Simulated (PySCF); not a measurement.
# C7H15PSi: what the fields show

```xyz
24

C     2.7230   -2.3611    1.2703
Si    1.6227   -1.0030    2.0215
P     2.9562    0.6949    2.6830
C     0.3810   -0.4362    0.7729
C    -0.3962    0.0149   -0.0324
C    -1.3483    0.5500   -0.9963
C    -1.0862    2.0525   -1.1597
C    -1.1622   -0.1690   -2.3377
C    -2.7683    0.3167   -0.4663
H     3.2559   -2.0033    0.3936
H     2.1277   -3.2178    0.9716
H     3.4625   -2.7008    1.9902
H     0.9002   -1.4852    3.2103
H     3.1794    1.1811    1.4076
H     1.9119    1.5760    2.8935
H    -1.7879    2.4795   -1.8732
H    -1.2031    2.5644   -0.2068
H    -0.0744    2.2263   -1.5199
H    -1.3292   -1.2378   -2.2225
H    -0.1532   -0.0185   -2.7153
H    -1.8692    0.2184   -3.0685
H    -2.9524   -0.7465   -0.3287
H    -3.4982    0.7099   -1.1711
H    -2.9035    0.8144    0.4914
```

Geometry: GFN2-xTB.

Method: PySCF, PBE0/pcSseg-1, SCF density, gas phase, non-relativistic.

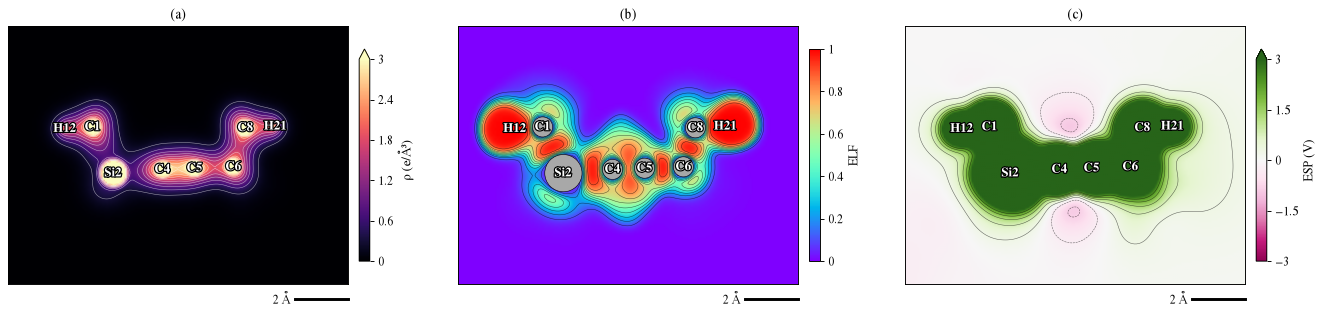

Figure 1. (a) electron density; (b) electron localisation function; (c) electrostatic potential on the plane of atoms C6, C8 and H21. Grey discs cover the atomic cores in the ELF map.

Interpret the plot.

Answer. The plane passes through C, Si and H nuclei. C–C (1.21 Å): ρ at the midpoint is about 2.7 e/Å³; the ELF peaks at about 0.85 between the atoms: a short, multiple covalent bond. C–Si (1.85 Å): ρ at the midpoint is about 0.92 e/Å³; the ELF peaks at about 0.95 between the atoms (a covalent bond). C–H (1.09 Å): the density is about 1.9 e/Å³ at the midpoint; the ELF climbs to about 1 towards the hydrogen, as it does in any bond to H: a covalent bond by its length. C–Si (1.90 Å): ρ at the midpoint is about 0.91 e/Å³; the ELF peaks at about 0.95 between the atoms; a shared electron pair. Outside the dense part of the molecule the potential is most negative (−0.9 V) near C4.

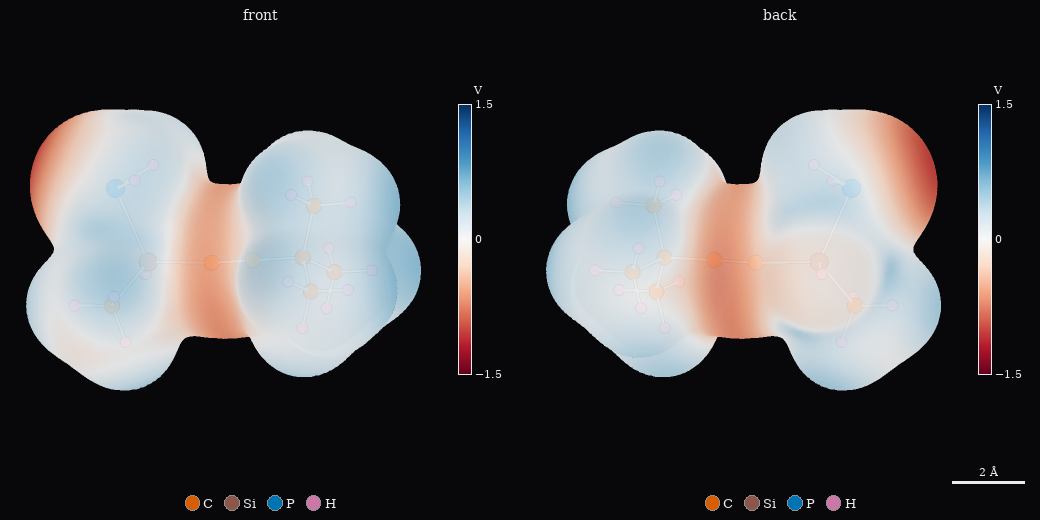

Figure 2. The molecular electrostatic potential painted on the density surface at 0.001 e/bohr³, seen from the front and from behind; the colour scale runs from red (negative) to blue (positive).

Where is the surface potential most negative and most positive?

Answer. The most negative region (about −1.0 V) lies over P3, the most positive (about +0.6 V) over H16, H21 and H23.
